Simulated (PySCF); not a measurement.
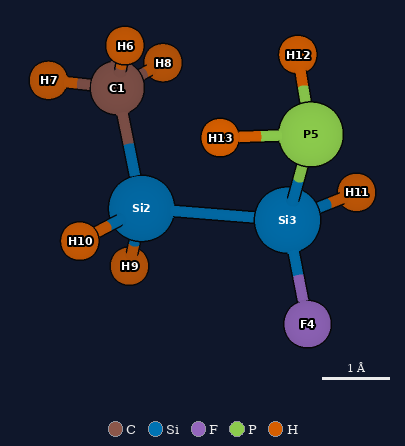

Figure 1. The input geometry of the first run (ball-and-stick view, seen at a tilt; atoms are numbered from 1 in the order of the input). Bond lengths as drawn: C–H 1.10 Å, C–Si 1.89 Å, F–Si 1.64 Å, H–P 1.43 Å, H–Si 1.50 Å, P–Si 2.26 Å and Si–Si 2.34 Å.

# What a change does: NMR shielding calculation on CH8FPSi2

System: CH8FPSi2.
Method of the first run: GIAO PBE0/6-31G* NMR shielding, non-relativistic, gas phase (PySCF 2.14.0).

The geometry comes from this level: PBE0-D3(BJ)/def2-SVP. Text and figures count atoms from 1; the logs count them from 0 in places.

**Input, the first run**
```
{"job": {"kind": "nmr", "xc": "PBE0", "basis": "6-31G*", "pop": true}, "charge": 0, "multiplicity": 1}
C      1.773172     0.487592     0.433087
Si     0.744479    -0.090712    -1.037093
Si    -1.259285    -1.016875    -0.255299
F     -2.179518    -1.468980    -1.530293
P     -2.465968     0.431017     0.997708
H      1.221597     1.233611     1.025277
H      2.711772     0.948609     0.089663
H      2.028996    -0.355415     1.092563
H      1.505532    -1.084370    -1.857947
H      0.387968     1.069954    -1.913614
H     -1.042893    -2.225513     0.598873
H     -1.448345     0.451198     2.004200
H     -1.970362     1.602297     0.344250
```

The first line tells a small driver script what to run in PySCF; the rest is the geometry in Å.

Command:
```bash
OMP_NUM_THREADS=1 python <driver script> task.json out
```

Hardware: 1 CPU thread, shared host.

**Output (the first run)**
```
coarse grid: 12008 points
cycle   1  E = -1062.5592497198  dE =  1.060e-02  |g| = 6.037e-01  |ddm| = 3.035e+00
cycle   2  E = -1062.4717146972  dE =  8.754e-02  |g| = 9.444e-01  |ddm| = 1.481e+00
cycle   3  E = -1062.6310091159  dE = -1.593e-01  |g| = 7.410e-02  |ddm| = 9.549e-01
cycle   4  E = -1062.6321246853  dE = -1.116e-03  |g| = 2.738e-02  |ddm| = 9.226e-02
cycle   5  E = -1062.6323215434  dE = -1.969e-04  |g| = 3.951e-03  |ddm| = 2.996e-02
cycle   6  E = -1062.6323274521  dE = -5.909e-06  |g| = 8.559e-04  |ddm| = 7.557e-03
final grid: 101568 points
cycle   7  E = -1062.5797810504  dE = -1.121e-05  |g| = 5.517e-03  |ddm| = 2.002e-02
cycle   8  E = -1062.5797781117  dE =  2.939e-06  |g| = 6.509e-03  |ddm| = 1.327e-02
cycle   9  E = -1062.5797901334  dE = -1.202e-05  |g| = 3.935e-04  |ddm| = 6.799e-03
cycle  10  E = -1062.5797901775  dE = -4.405e-08  |g| = 1.104e-04  |ddm| = 6.061e-04
cycle  11  E = -1062.5797901793  dE = -1.796e-09  |g| = 4.305e-05  |ddm| = 1.316e-04
cycle  12  E = -1062.5797901797  dE = -3.724e-10  |g| = 7.898e-06  |ddm| = 4.818e-05
converged SCF energy = -1062.5797901797

GIAO shielding tensors (ppm)
atom      isotropic    diamagn.    paramagn.     s11        s22        s33       span
  0 C      204.218     251.633     -47.415    198.616    204.454    209.583     10.967
  1 Si     460.646     882.343    -421.696    444.753    449.181    488.005     43.252
  2 Si     359.948     877.288    -517.340    273.222    342.790    463.831    190.609
  3 F      411.936     463.839     -51.903    379.210    412.162    444.436     65.226
  4 P      589.196     967.491    -378.295    537.821    588.799    640.968    103.147
  5 H       32.053      31.375       0.678     26.976     30.898     38.286     11.310
  6 H       31.656      29.066       2.589     26.777     28.490     39.701     12.924
  7 H       32.037      30.519       1.518     27.586     29.552     38.973     11.387
  8 H       27.724      29.626      -1.903     24.351     25.757     33.063      8.712
  9 H       27.853      30.456      -2.603     25.111     25.958     32.489      7.378
 10 H       25.692      29.196      -3.504     23.085     24.660     29.330      6.244
 11 H       30.535      31.735      -1.200     26.463     28.195     36.947     10.484
 12 H       29.786      31.543      -1.757     25.814     27.710     35.834     10.019
```

The input of the second run differs as follows (lines with − go, lines with + come):
```diff
-"basis": "6-31G*"
+"basis": "def2-SVP"
```

How does the second run compare with the first run?

The total energy of the second run is 211.3 kcal/mol higher, which measures the change of basis and not a stability. The HOMO goes from −7.26 to −7.34 eV. The dipole moment goes from 2.87 to 2.77 D. Of all shieldings, the largest change is that of P5, by +26.9 ppm. The number of SCF iterations is the same. The basis functions go from 98 to 122.

**Output (the second run)**
```
coarse grid: 12008 points
cycle   1  E = -1062.0485169429  dE = -2.866e-02  |g| = 5.901e-01  |ddm| = 3.265e+00
cycle   2  E = -1061.9620679983  dE =  8.645e-02  |g| = 9.287e-01  |ddm| = 1.392e+00
cycle   3  E = -1062.1168906474  dE = -1.548e-01  |g| = 6.701e-02  |ddm| = 8.816e-01
cycle   4  E = -1062.1177271067  dE = -8.365e-04  |g| = 2.953e-02  |ddm| = 8.992e-02
cycle   5  E = -1062.1179579363  dE = -2.308e-04  |g| = 3.307e-03  |ddm| = 3.079e-02
cycle   6  E = -1062.1179617537  dE = -3.817e-06  |g| = 9.455e-04  |ddm| = 6.318e-03
final grid: 101568 points
cycle   7  E = -1062.2430930676  dE = -1.193e-05  |g| = 5.194e-03  |ddm| = 2.537e-02
cycle   8  E = -1062.2430900694  dE =  2.998e-06  |g| = 6.151e-03  |ddm| = 1.269e-02
cycle   9  E = -1062.2431008737  dE = -1.080e-05  |g| = 3.229e-04  |ddm| = 6.741e-03
cycle  10  E = -1062.2431009032  dE = -2.950e-08  |g| = 9.287e-05  |ddm| = 5.550e-04
cycle  11  E = -1062.2431009047  dE = -1.476e-09  |g| = 3.860e-05  |ddm| = 1.184e-04
cycle  12  E = -1062.2431009050  dE = -2.703e-10  |g| = 7.012e-06  |ddm| = 4.367e-05
converged SCF energy = -1062.2431009050

GIAO shielding tensors (ppm)
atom      isotropic    diamagn.    paramagn.     s11        s22        s33       span
  0 C      204.408     248.663     -44.255    198.319    204.966    209.937     11.618
  1 Si     473.556     881.957    -408.401    454.349    460.087    506.231     51.881
  2 Si     374.136     879.157    -505.021    285.035    363.588    473.785    188.751
  3 F      406.035     463.381     -57.346    364.025    408.774    445.307     81.282
  4 P      616.144     965.033    -348.889    559.321    623.834    665.276    105.956
  5 H       31.493      31.921      -0.428     26.424     30.228     37.826     11.403
  6 H       31.038      28.762       2.276     26.301     27.681     39.132     12.831
  7 H       31.481      30.795       0.686     27.069     28.826     38.549     11.480
  8 H       27.158      29.586      -2.429     23.844     25.134     32.496      8.653
  9 H       27.418      30.505      -3.087     24.746     25.495     32.012      7.266
 10 H       25.338      29.619      -4.281     22.860     24.477     28.676      5.816
 11 H       30.178      31.227      -1.049     25.984     27.845     36.706     10.722
 12 H       29.477      31.163      -1.686     25.547     27.432     35.451      9.904
```

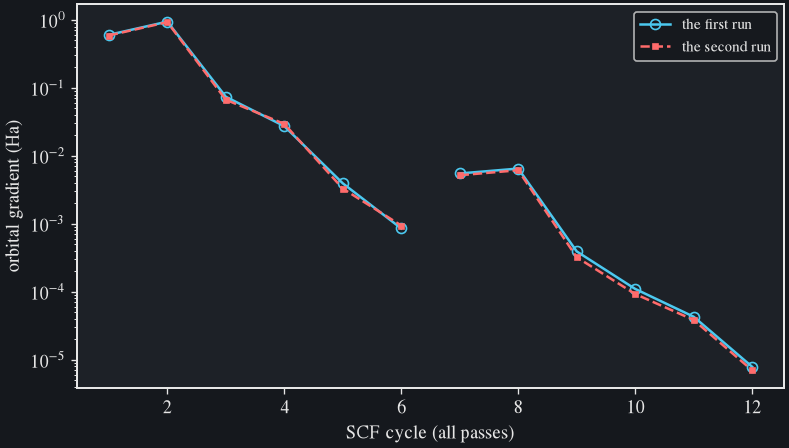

Figure 2. Convergence of the two runs: orbital gradient against the SCF cycle. A break in a curve parts two SCF passes (coarse and final grid). The first run takes 12 cycles in all, and the second run takes 12.

**The two runs side by side**

| quantity | the first run | the second run |
| --- | --- | --- |
| outcome | converged | converged |
| total energy (hartree) | −1062.579790 | −1062.243101 |
| HOMO (eV) | −7.26 | −7.34 |
| LUMO (eV) | −0.36 | −0.37 |
| dipole moment (D) | 2.87 | 2.77 |
| shielding of Si2 (ppm) | 460.6 | 473.6 |
| shielding of Si3 (ppm) | 359.9 | 374.1 |
| shielding of F4 (ppm) | 411.9 | 406.0 |
| shielding of P5 (ppm) | 589.2 | 616.1 |
| shielding of H6 (ppm) | 32.1 | 31.5 |
| shielding of H7 (ppm) | 31.7 | 31.0 |
| shielding of H9 (ppm) | 27.7 | 27.2 |
| SCF iterations | 12 | 12 |
| basis functions | 98 | 122 |
| wall time (shared host) | 8.5 s | 9.8 s |
